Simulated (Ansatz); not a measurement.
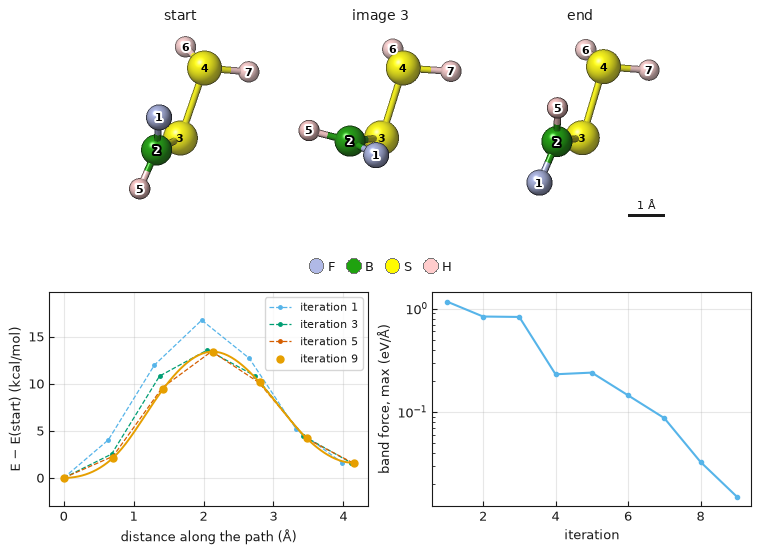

A search for the minimum-energy path of BH$_{3}$S$_{2}$F (charge +1) by the nudged elastic band. Images are numbered from 0 (start) to 6 (end). The plot follows the band through its iterations. Style: ball-and-stick. Shown from a free direction.

All numbers below come from RKS PBE0/def2-SVP in Ansatz 0.2.0.

Input file:
```yaml
crystal:
  periodic: [false, false, false]
  atoms:
    - { symbol: F, position_ang: [0.878139, -1.360098, 1.091817] }
    - { symbol: B, position_ang: [0.569427, -1.476126, -0.164463] }
    - { symbol: S, position_ang: [-0.260098, -0.077333, -1.038937] }
    - { symbol: S, position_ang: [-0.373484, 1.286207, 0.567981] }
    - { symbol: H, position_ang: [0.770385, -2.434417, -0.857794] }
    - { symbol: H, position_ang: [-1.682227, 1.656649, 0.456479] }
    - { symbol: H, position_ang: [0.097857, 2.405109, -0.055083] }
total_charge: 1
basis:
  gaussian: { orbitals: def2-SVP }
hamiltonian:
  xc: pbe0
neb:
  order_check: false
  images: 5
  f_tol: 0.03
  max_iterations: 60
  initial_path: idpp
  final_atoms:
    - { symbol: F, position_ang: [0.81273143, -2.50077146, -0.81073782] }
    - { symbol: B, position_ang: [0.57278759, -1.44398964, -0.10712924] }
    - { symbol: S, position_ang: [-0.27029799, -0.07880573, -1.0565037] }
    - { symbol: S, position_ang: [-0.37802188, 1.27300774, 0.53983809] }
    - { symbol: H, position_ang: [0.84789905, -1.30675329, 1.05327612] }
    - { symbol: H, position_ang: [-1.68485956, 1.65652219, 0.44471128] }
    - { symbol: H, position_ang: [0.09976037, 2.40078118, -0.06345472] }
```

Run as
```bash
ansatz run input.yaml --threads 1 --pin off --max-ram 2048MiB --backend cpu --events-out ev --progress --plain --runs-dir out
```

Question: How did the profile develop, and is the result final?

Answer: The result is final at these settings. The band converged in 9 iterations. The largest component of the band force went from 1.2 to 0.015 eV/Å. The climbing image converged on the top of the path. Its vibrational analysis gives one imaginary mode (181i cm⁻¹), as a transition state must have. The first iteration put the highest image at 16.8 kcal/mol. Forward barrier 13.4 kcal/mol, backward barrier 11.8 kcal/mol, with image 3 at the top; the reaction energy is +1.6 kcal/mol.
